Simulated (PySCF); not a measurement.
# C7H9Ga: what the fields show

```csv
atom,x (Å),y (Å),z (Å)
C,4.9932,-0.6442,0.1736
C,3.5655,-0.4455,0.1815
C,2.3688,-0.2793,0.1866
C,1.0222,-0.0959,0.1923
C,-0.1874,0.0748,0.1978
Ga,-2.1437,0.2911,0.1943
C,-2.8978,2.1594,-0.0896
C,-3.2568,-1.3886,0.4753
H,5.4498,-0.0435,-0.6139
H,5.2244,-1.6950,-0.0053
H,5.4180,-0.3480,1.1335
H,-2.8960,2.4245,-1.1508
H,-3.9313,2.2111,0.2654
H,-2.3117,2.9159,0.4386
H,-2.7208,-2.2846,0.1518
H,-3.5065,-1.5153,1.5326
H,-4.1969,-1.3247,-0.0803
```

Geometry: GFN2-xTB.

Method: wB97X-D/def2-SVPD, SCF density, gas phase (PySCF).

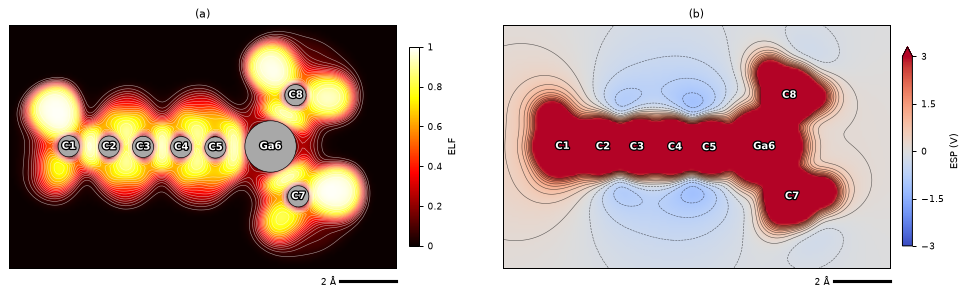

Figure 1. (a) electron localisation function; (b) electrostatic potential on the plane of atoms C7, Ga6 and C8. Grey discs cover the atomic cores in the ELF map.

Question: Describe what can be read from this map.

Answer: The section cuts through C and Ga sites. C–C (1.21 Å): the ELF peaks at about 0.85 between the atoms; a short, multiple covalent bond. C–Ga (1.97 Å): the ELF peaks at about 0.95 in the valence shell of C, 0.7 Å from its nucleus, and is about 0.50 at the midpoint. C–C (1.36 Å): the ELF peaks at about 0.95 between the atoms; a covalent bond. C–Ga (2.03 Å): the ELF peaks at about 0.90 in the valence shell of C, 0.7 Å from its nucleus, and is about 0.65 at the midpoint. Outside the dense part of the molecule the potential is most negative (−1.1 V) near C5.

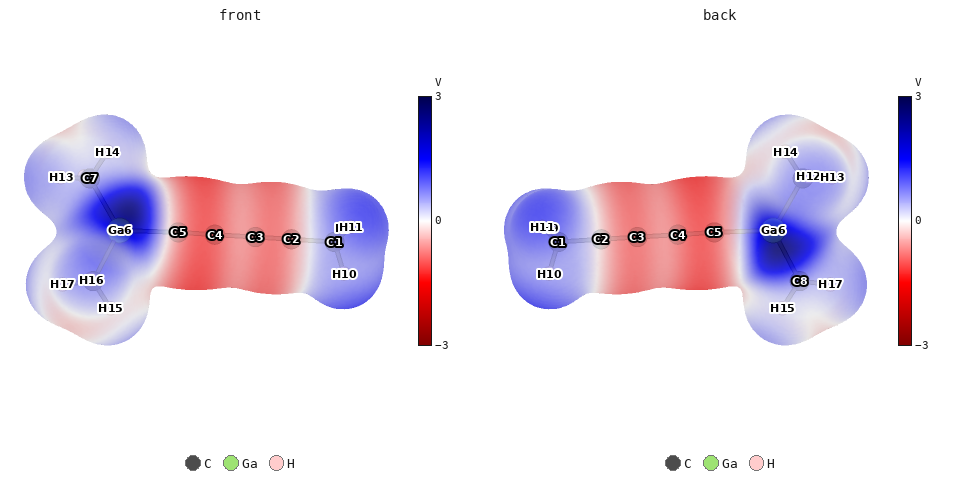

Figure 2. The electrostatic potential painted on the density surface at 0.002 e/bohr³, seen from the front and from behind; red is negative and blue positive.

Question: Describe the electrostatic potential map.

Answer: The most negative region (about −1.0 V) lies over C4 and C5, the most positive (about +2.5 V) over Ga6.
